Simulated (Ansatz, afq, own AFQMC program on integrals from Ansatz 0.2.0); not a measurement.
# BNH2 (triplet): AFQMC on the coupled-cluster ladder at distance B1–N2 = 2.487 Å, cc-pVDZ

Aim: compute BNH2 (triplet) with auxiliary-field quantum Monte Carlo on the same integrals as coupled cluster, and set the energies side by side.

Method: cc-pVDZ, frozen cores; program: Ansatz 0.2.0, Gaussian basis, and an in-house AFQMC program (afq) on its integrals; all values are calculated.

To be run: PBE (unrestricted); r2SCAN (unrestricted); PBE0 (unrestricted); B3LYP (unrestricted); wB97M-V (unrestricted); B2PLYP (unrestricted); CCSD(T) on UHF; CCSDT(Q) on UHF; Phaseless AFQMC, CISD trial on UHF.

## 1. The system

The geometry derives from a PBE0/def2-TZVP stationary point (not a proven minimum). One bond is set to the value named and the two fragments are kept rigid.

4 atoms, charge 0, spin multiplicity 3.

Atoms are counted from 1 here; the program's logs count them from 0.

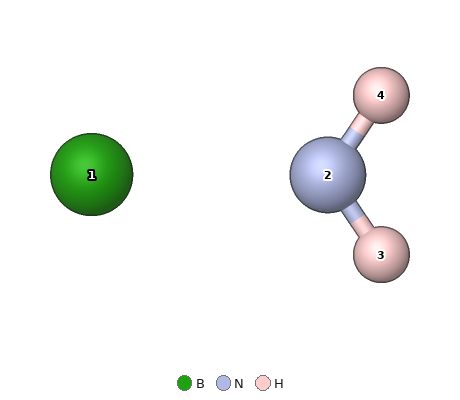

The geometry (boron green, nitrogen light blue, hydrogen pink); atoms are numbered from 1 in the order of the file.

Coordinates:

| atom | x (Å) | y (Å) | z (Å) |
| --- | --- | --- | --- |
| B1 | 0.0000 | 0.0000 | 1.5273 |
| N2 | 0.0000 | 0.0000 | -0.9597 |
| H3 | 0.0000 | -0.8409 | -1.5231 |
| H4 | 0.0000 | 0.8409 | -1.5231 |

## 2. PBE (unrestricted)

The input, in.yaml:

```yaml
crystal:
  periodic: [false, false, false]
  atoms:
    - {symbol: B, position_ang: [0.000000, 0.000000, 1.527338]}
    - {symbol: N, position_ang: [0.000000, 0.000000, -0.959662]}
    - {symbol: H, position_ang: [0.000000, -0.840950, -1.523085]}
    - {symbol: H, position_ang: [0.000000, 0.840950, -1.523085]}
basis:
  gaussian: {orbitals: cc-pVDZ}
magnetization: {spin_polarized: true, initial_magnetization: 2}
hamiltonian: {xc: {name: PBE}}
output: {orbitals: {seedname: orbitals}}
```

On the command line:

```bash
> ansatz run in.yaml --threads 1 --pin off --events-out ev --progress --plain --max-ram 1382MiB
```

The log of the run:

```text
Functional definition: PBE
  name "PBE"
  cite "Perdew, Burke & Ernzerhof, Phys. Rev. Lett. 77, 3865 (1996) doi:10.1103/PhysRevLett.77.3865"
  parent pbe
  parameter kappa = 0.804
  parameter beta = 0.06672455060314922
  exchange = pbe_x(kappa = kappa, mu = beta*pi^2/3)
  correlation = pbe_c(beta = beta)
468 factors; their error is unknown
mean field evaluation 1: about -2175.3556 eV, gradient 4.7e1 eV
mean field evaluation 2: about -2007.3807 eV, gradient 1.1e2 eV
mean field evaluation 4: about -2156.0657 eV, gradient 5.8e1 eV
mean field evaluation 8: about -2179.7449 eV, gradient 2.2e1 eV
mean field evaluation 16: about -2188.4536 eV, gradient 8.1e-1 eV
mean field evaluation 32: about -2186.8994 eV, gradient 3.8e0 eV
mean field evaluation 64: about -2188.4001 eV, gradient 4.5e-5 eV
mean field evaluation 96: about -2187.2241 eV, gradient 1.3e0 eV
mean field evaluation 128: about -2185.5527 eV, gradient 4.4e0 eV
mean field -2188.45837470 eV, -80.4243618798 hartree, gradient 4.1e-6 eV, S^2 2.007953; 17 other end points of the search recorded, 0 dependent functions left out
reference -2188.45840485 eV, -80.4243629878 hartree; 8, 6 occupied and 30, 32 virtual orbitals, 468 factors
Total energy: -2188.45840485 eV, -80.4243629878 hartree
```

It took 8.5 s on 1 thread of Arm Neoverse N1, shared host.

From the report: ⟨S²⟩ of the determinant 2.008 (pure triplet: 2.00).

## 3. r2SCAN (unrestricted)

Edit in.yaml of step 2 so:

```diff
@@ -10,3 +10,2 @@
 magnetization: {spin_polarized: true, initial_magnetization: 2}
-hamiltonian: {xc: {name: PBE}}
-output: {orbitals: {seedname: orbitals}}
+hamiltonian: {xc: {name: r2SCAN}}
```

The command is unchanged.

The log of the run, shortened:

```text
Functional definition: r2SCAN
  name "r2SCAN"
  cite "Furness, Kaplan, Ning, Perdew & Sun, J. Phys. Chem. Lett. 11, 8208 (2020) doi:10.1021/acs.jpclett.0c02405"
  cite "Furness, Kaplan, Ning, Perdew & Sun, J. Phys. Chem. Lett. 11, 9248 (2020) doi:10.1021/acs.jpclett.0c03077"
  parent r2scan
[...]
468 factors; their error is unknown
[...]
mean field -2190.34343363 eV, -80.4936365178 hartree, gradient 1.8e-6 eV, S^2 2.015994; 8 other end points of the search recorded, 0 dependent functions left out
reference -2190.34344305 eV, -80.4936368639 hartree; 8, 6 occupied and 30, 32 virtual orbitals, 468 factors
Total energy: -2190.34344305 eV, -80.4936368639 hartree
```

Run time: 12 s. Hardware: 1 thread of Arm Neoverse N1, shared host.

From the report: ⟨S²⟩ of the determinant 2.016 (pure triplet: 2.00).

## 4. PBE0 (unrestricted)

Edit in.yaml of step 3 so:

```diff
@@ -10,2 +10,3 @@
 magnetization: {spin_polarized: true, initial_magnetization: 2}
-hamiltonian: {xc: {name: r2SCAN}}
+hamiltonian: {xc: {name: PBE0}}
+output: {orbitals: {seedname: orbitals}}
```

The command is unchanged.

The log of the run, shortened:

```text
Functional definition: PBE0
  name "PBE0"
  cite "Adamo & Barone, J. Chem. Phys. 110, 6158 (1999) doi:10.1063/1.478522"
  cite "Perdew, Burke & Ernzerhof, Phys. Rev. Lett. 77, 3865 (1996) doi:10.1103/PhysRevLett.77.3865"
  parent pbe
[...]
357 factors; integrals over basis functions are off by at most 1.2e-3 eV
[...]
mean field -2188.87240070 eV, -80.4395770548 hartree, gradient 2.4e-6 eV, S^2 2.010613; 3 other end points of the search recorded, 0 dependent functions left out
reference -2188.87242264 eV, -80.4395778609 hartree; 8, 6 occupied and 30, 32 virtual orbitals, 357 factors
Total energy: -2188.87242264 eV, -80.4395778609 hartree
```

Wall time 2 s (1 thread of Arm Neoverse N1, shared host).

From the report: ⟨S²⟩ of the determinant 2.011 (pure triplet: 2.00).

## 5. B3LYP (unrestricted)

Edit in.yaml of step 4 so:

```diff
@@ -10,3 +10,2 @@
 magnetization: {spin_polarized: true, initial_magnetization: 2}
-hamiltonian: {xc: {name: PBE0}}
-output: {orbitals: {seedname: orbitals}}
+hamiltonian: {xc: {name: B3LYP}}
```

The command is unchanged.

The log of the run, shortened:

```text
Functional definition: B3LYP
  name "B3LYP"
  cite "Stephens, Devlin, Chabalowski & Frisch, J. Phys. Chem. 98, 11623 (1994) doi:10.1021/j100096a001"
  cite "Becke, Phys. Rev. A 38, 3098 (1988) doi:10.1103/PhysRevA.38.3098"
  cite "Lee, Yang & Parr, Phys. Rev. B 37, 785 (1988) doi:10.1103/PhysRevB.37.785"
  cite "Vosko, Wilk & Nusair, Can. J. Phys. 58, 1200 (1980) doi:10.1139/p80-159"
[...]
357 factors; integrals over basis functions are off by at most 1.2e-3 eV
[...]
mean field -2191.84816286 eV, -80.5489342971 hartree, gradient 5.2e-6 eV, S^2 2.008513; 3 other end points of the search recorded, 0 dependent functions left out
reference -2191.84836120 eV, -80.5489415858 hartree; 8, 6 occupied and 30, 32 virtual orbitals, 357 factors
Total energy: -2191.84836120 eV, -80.5489415858 hartree
```

Wall time 2 s (1 thread of Arm Neoverse N1, shared host).

From the report: ⟨S²⟩ of the determinant 2.009 (pure triplet: 2.00).

## 6. wB97M-V (unrestricted)

Edit in.yaml of step 5 so:

```diff
@@ -10,2 +10,3 @@
 magnetization: {spin_polarized: true, initial_magnetization: 2}
-hamiltonian: {xc: {name: B3LYP}}
+hamiltonian: {xc: {name: wB97M-V}}
+output: {orbitals: {seedname: orbitals}}
```

Same command.

The log of the run, shortened:

```text
Functional definition: wB97M-V
  name "wB97M-V"
  cite "Mardirossian & Head-Gordon, J. Chem. Phys. 144, 214110 (2016) doi:10.1063/1.4952647"
  cite "Becke, J. Chem. Phys. 107, 8554 (1997) doi:10.1063/1.475007"
  cite "Vydrov & Van Voorhis, J. Chem. Phys. 133, 244103 (2010) doi:10.1063/1.3521275"
  # Of w^i u^j: cxij and so on, Table III.
[...]
  gx(w, u) = 1 - cx + cx01*u + cx10*w
  gss(w, u) = css00 + css04*u^4 + css10*w + css20*w^2 + css43*w^4*u^3
  gos(w, u) = cos00 + cos10*w + (cos20 + cos21*u)*w^2 + (cos60 + cos61*u)*w^6
[...]
      + integral(e_c_pw_mod_opposite_spin*gos(b97_w_opposite, b97_u_opposite)) + vv10(b, c)
357 factors; integrals over basis functions are off by at most 1.2e-3 eV
116 factors; integrals over basis functions are off by at most 1.1e-5 eV
[...]
mean field -2190.59004317 eV, -80.5026992512 hartree, gradient 7.0e-6 eV, S^2 2.003773; 2 other end points of the search recorded, 0 dependent functions left out
reference -2190.59007423 eV, -80.5027003928 hartree; 8, 6 occupied and 30, 32 virtual orbitals, 357 factors
Total energy: -2190.59007423 eV, -80.5027003928 hartree
```

It took 7 s on 1 thread of Arm Neoverse N1, shared host.

From the report: ⟨S²⟩ of the determinant 2.004 (pure triplet: 2.00).

## 7. B2PLYP (unrestricted)

Edit in.yaml of step 6 so:

```diff
@@ -10,3 +10,3 @@
 magnetization: {spin_polarized: true, initial_magnetization: 2}
-hamiltonian: {xc: {name: wB97M-V}}
-output: {orbitals: {seedname: orbitals}}
+hamiltonian: {xc: {name: B2PLYP}}
+correlation: {electrons: outside_noble_gas}
```

Launched as before.

The log of the run, shortened:

```text
Functional definition: B2PLYP
  name "B2PLYP"
  cite "Grimme, J. Chem. Phys. 124, 034108 (2006) doi:10.1063/1.2148954"
  cite "Becke, Phys. Rev. A 38, 3098 (1988) doi:10.1103/PhysRevA.38.3098"
  cite "Lee, Yang & Parr, Phys. Rev. B 37, 785 (1988) doi:10.1103/PhysRevB.37.785"
[...]
357 factors; integrals over basis functions are off by at most 1.2e-3 eV
[...]
mean field -2187.72126856 eV, -80.3972737287 hartree, gradient 3.7e-6 eV, S^2 2.014800; 6 other end points of the search recorded, 0 dependent functions left out
2 core orbitals not correlated: weight in the atoms' cores, before any rotation towards them, 1.000 or more for the frozen orbitals, at most 0.000 for the correlated occupied ones
reference -2187.72139209 eV, -80.3972782686 hartree; 6, 4 occupied and 30, 32 virtual orbitals, 357 factors
second order -6.19470543 eV of doubles, -0.00000000 eV of singles
Total energy: -2189.39396256 eV, -80.4587440995 hartree
```

It took 3.1 s on 1 thread of Arm Neoverse N1, shared host.

From the report: ⟨S²⟩ of the determinant 2.015 (pure triplet: 2.00).

## 8. CCSD(T) on UHF

Edit in.yaml of step 7 so:

```diff
@@ -10,3 +10,2 @@
 magnetization: {spin_polarized: true, initial_magnetization: 2}
-hamiltonian: {xc: {name: B2PLYP}}
-correlation: {electrons: outside_noble_gas}
+correlation: {method: ccsd_t, electrons: outside_noble_gas, hamiltonian_folder: ham}
```

The command is unchanged.

The log of the run, shortened:

```text
Functional definition: HF
  name "HF"
  cite "Fock, Z. Phys. 61, 126 (1930) doi:10.1007/BF01340294"
  parent pbe
[...]
357 factors; integrals over basis functions are off by at most 1.2e-3 eV
[...]
mean field -2179.64767589 eV, -80.1005746709 hartree, gradient 1.2e-6 eV, S^2 2.041149; 24 other end points of the search recorded, 0 dependent functions left out
determinant -2179.64767589 eV, -80.1005746709 hartree, with singles and doubles -2185.72768269 eV, -80.3240107994 hartree
determinant -2179.60001275 eV, -80.0988230825 hartree, with singles and doubles -2185.67663822 eV, -80.3221349497 hartree
determinant -2178.60052418 eV, -80.0620925552 hartree, with singles and doubles -2184.77369156 eV, -80.2889522719 hartree
determinant -2177.90321247 eV, -80.0364668223 hartree, with singles and doubles -2182.94300981 eV, -80.2216759585 hartree
[...]
determinant -2176.69894498 eV, -79.9922108086 hartree, with singles and doubles -2181.68221435 eV, -80.1753425799 hartree
determinant -2176.67556272 eV, -79.9913515261 hartree, with singles and doubles -2181.61820698 eV, -80.1729903525 hartree
determinant -2179.64767589 eV, -80.1005746709 hartree, with singles and doubles -2185.72892788 eV, -80.3240565593 hartree
determinant -2179.60001275 eV, -80.0988230825 hartree, with singles and doubles -2185.67787955 eV, -80.3221805679 hartree
2 core orbitals not correlated: weight in the atoms' cores, before any rotation towards them, 1.000 or more for the frozen orbitals, at most 0.000 for the correlated occupied ones
reference -2179.64767589 eV, -80.1005746709 hartree; 6, 4 occupied and 30, 32 virtual orbitals, 357 factors
second order -4.98104301 eV of doubles, -0.00000000 eV of singles
cycle   1  -6.08125332 eV  change   -1.3e-6 eV  update   2.4e-6
perturbative correction -0.11793443 eV, -0.0043340104 hartree
Total energy: -2185.84686365 eV, -80.3283906188 hartree
```

Run time: 8 s. Hardware: 1 thread of Arm Neoverse N1, shared host.

From the report: ⟨S²⟩ of the determinant 2.041 (pure triplet: 2.00); correlation -6.1992 eV; T1 0.019; largest double amplitude 0.08.

This run also writes the integrals to the folder ham.

## 9. CCSDT(Q) on UHF

Edit in.yaml of step 8 so:

```diff
@@ -10,2 +10,2 @@
 magnetization: {spin_polarized: true, initial_magnetization: 2}
-correlation: {method: ccsd_t, electrons: outside_noble_gas, hamiltonian_folder: ham}
+correlation: {method: ccsdt_q, electrons: outside_noble_gas}
```

Same command.

The log of the run, shortened:

```text
Functional definition: HF
  name "HF"
  cite "Fock, Z. Phys. 61, 126 (1930) doi:10.1007/BF01340294"
  parent pbe
[...]
698 factors; integrals over basis functions are off by at most 1.3e-7 eV
[...]
mean field -2179.64771018 eV, -80.1005759310 hartree, gradient 1.2e-6 eV, S^2 2.041151; 24 other end points of the search recorded, 0 dependent functions left out
determinant -2179.64771018 eV, -80.1005759310 hartree, with singles and doubles -2185.72770853 eV, -80.3240117492 hartree
determinant -2179.60005198 eV, -80.0988245241 hartree, with singles and doubles -2185.67666877 eV, -80.3221360726 hartree
determinant -2178.60055236 eV, -80.0620935906 hartree, with singles and doubles -2184.77371081 eV, -80.2889529795 hartree
determinant -2177.90324003 eV, -80.0364678353 hartree, with singles and doubles -2182.94302721 eV, -80.2216765981 hartree
[...]
determinant -2176.69897414 eV, -79.9922118803 hartree, with singles and doubles -2181.68223102 eV, -80.1753431925 hartree
determinant -2176.67558815 eV, -79.9913524608 hartree, with singles and doubles -2181.61821911 eV, -80.1729907982 hartree
determinant -2179.64771018 eV, -80.1005759310 hartree, with singles and doubles -2185.72895367 eV, -80.3240575070 hartree
determinant -2179.60005198 eV, -80.0988245241 hartree, with singles and doubles -2185.67791101 eV, -80.3221817240 hartree
2 core orbitals not correlated: weight in the atoms' cores, before any rotation towards them, 1.000 or more for the frozen orbitals, at most 0.000 for the correlated occupied ones
reference -2179.64771018 eV, -80.1005759310 hartree; 6, 4 occupied and 30, 32 virtual orbitals, 698 factors
second order -4.98105128 eV of doubles, -0.00000000 eV of singles
cycle   1  -5.68177253 eV  change   -7.0e-1 eV  update   7.6e-2
[...]
cycle  22  -6.22331585 eV  change   -5.6e-7 eV  update   1.0e-6
perturbative correction -0.00764447 eV, -0.0002809293 hartree
Total energy: -2185.87867051 eV, -80.3295594995 hartree
```

Run time: 28 s. Hardware: 1 thread of Arm Neoverse N1, shared host.

From the report: ⟨S²⟩ of the determinant 2.041 (pure triplet: 2.00); correlation -6.2310 eV; T1 0.020; largest double amplitude 0.09.

## 10. Phaseless AFQMC, CISD trial on UHF

It reads the integrals that the CCSD(T) run on this determinant wrote.

On the command line:

```bash
> afq ham --method phaseless --trial cisd --walkers 60 --populations 1 --least-time 40 --time-step 0.005 --steps-per-block 50 --equilibration-blocks 40 --max-blocks 300 --target-error 0.00076 --factor-cut 1e-05 --start spin_pure --seed 5027 --release-times 0.24,0.51,0.99,1.62,2.4 --release-step 0.03 --release-every 4 --taylor-order 6
```

The log of the run:

```text
orbitals 36  electrons 6 4  factors 261 of 357
reference energy -80.10057467 Eh
CCSD correlation -0.22348162 Eh in 15 cycles, weight of the determinant in the CISD state 0.8814
energy of the start -80.322278 Eh
 block  time / (1/Eh)  mean weight  energy / Eh
     1     0.250  1.0011  -80.321372
     2     0.500  0.9986  -80.322882
     3     0.750  1.0004  -80.325150
     4     1.000  1.0002  -80.327684
     5     1.250  0.9982  -80.325168
     6     1.500  0.9986  -80.327552
     7     1.750  1.0022  -80.329692
     8     2.000  1.0007  -80.327943
     9     2.250  1.0016  -80.326819
    10     2.500  1.0017  -80.330622
    11     2.750  1.0011  -80.328495
    16     4.000  0.9986  -80.328685
    21     5.250  0.9983  -80.332741
    26     6.500  0.9983  -80.328368
    31     7.750  0.9969  -80.328575
    36     9.000  0.9986  -80.331190
    41    10.250  0.9956  -80.329505
    46    11.500  1.0004  -80.329718
    51    12.750  1.0014  -80.325745
    56    14.000  0.9997  -80.330542
    61    15.250  0.9982  -80.329737
    66    16.500  0.9999  -80.328911
    71    17.750  1.0015  -80.328098
    76    19.000  0.9996  -80.322936
    81    20.250  1.0004  -80.325941
    86    21.500  1.0009  -80.331862
    91    22.750  1.0021  -80.328125
    96    24.000  1.0000  -80.325845
   101    25.250  0.9997  -80.331690
   106    26.500  0.9991  -80.330839
   111    27.750  0.9984  -80.330411
   116    29.000  1.0026  -80.330270
   121    30.250  0.9974  -80.325113
   126    31.500  1.0002  -80.333483
   131    32.750  0.9990  -80.338355
   136    34.000  1.0001  -80.328860
   141    35.250  0.9978  -80.328520
   146    36.500  1.0000  -80.325627
   151    37.750  0.9989  -80.324808
   156    39.000  1.0015  -80.325676
   161    40.250  0.9990  -80.328245
   166    41.500  0.9995  -80.329105
   171    42.750  0.9992  -80.332822
   176    44.000  1.0011  -80.331616
   181    45.250  1.0001  -80.327764
   186    46.500  1.0017  -80.331891
   191    47.750  0.9996  -80.328425
   196    49.000  0.9985  -80.327511
blocks merged  error / Eh  count
     1  0.000292  160
     2  0.000340  80
     4  0.000407  40
     8  0.000491  20
    16  0.000619  10
released: time / (1/Eh)  energy / Eh  error  mean overlap
  0.24  -80.328974  0.000468  1.0071
  0.51  -80.329868  0.000327  1.0044
  0.99  -80.328852  0.000529  1.0125
  1.62  -80.329154  0.000609  1.0181
  2.40  -80.328996  0.000742  1.0139
energy -80.328848 +/- 0.000491 Eh
```

Wall time 6.2 min (1 thread of Arm Neoverse N1, shared host).

Energy -2185.8593 ± 0.0134 eV. Caveats: constraint bias not in the error. The error still grows with block length (0.0111 to 0.0169 eV), so the bar may be too small.

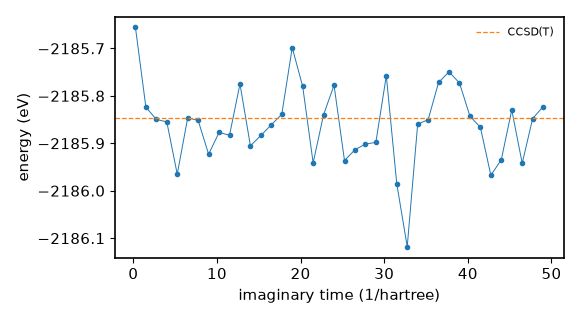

Block energies along the walk.

## 11. AFQMC on the ladder

On the UHF determinant, counted from CCSDT(Q) (a yardstick, not exact):

| level | energy (eV) | from CCSDT(Q) (kJ/mol) | statistical error (kJ/mol) | time |
| --- | --- | --- | --- | --- |
| HF | -2179.6477 | +601.2 |  |  |
| MP2 | -2184.6287 | +120.6 |  |  |
| CCSD | -2185.7289 | +14.4 |  |  |
| CCSD(T) | -2185.8469 | +3.1 |  |  |
| CCSDT(Q) | -2185.8787 | 0.0 |  |  |
| Phaseless AFQMC, CISD trial, step 0.005, 60 walkers | -2185.8593 | +1.9 | 1.3 | 6.2 min |

The functionals' totals stand on their own zeros and serve differences with other points: PBE -2188.458 eV; r2SCAN -2190.343 eV; PBE0 -2188.872 eV; B3LYP -2191.848 eV; wB97M-V -2190.590 eV; B2PLYP -2189.394 eV.

## 12. Results

```
                                        quantity              value
                    CCSD(T) on UHF from CCSDT(Q)        +3.1 kJ/mol
Phaseless AFQMC, CISD trial on UHF from CCSDT(Q)  +1.9 ± 1.3 kJ/mol
```

On UHF the phaseless walk with the CISD trial lies +1.9 kJ/mol from CCSDT(Q), within three error bars. Error bars are statistical and leave out the constraint, the time step and what remains of the start.
